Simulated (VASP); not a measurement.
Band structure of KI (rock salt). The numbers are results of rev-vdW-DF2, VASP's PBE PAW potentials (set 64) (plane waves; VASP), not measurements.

Unless said otherwise, spin-orbit coupling is left out, though it shifts the bands of the heavy elements here.

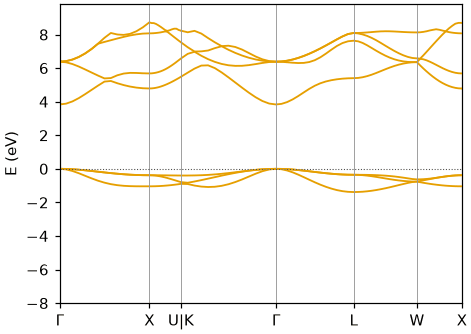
*Bands along high-symmetry lines, zero at the valence-band maximum or, without a gap, the Fermi level*

Task: Read the plot: is there a gap, and where are the band edges?

Result: The gap is direct, 3.83 eV, from the valence maximum at Γ to the conduction minimum at Γ. (Edges off the drawn lines would not show.)

Measured: gap 6.10 eV (computed value off by -2.27 eV), as given by Aguado et al., (1998), arXiv:cond-mat/9809176.

The compound is KI in the rock salt structure. It was relaxed first.
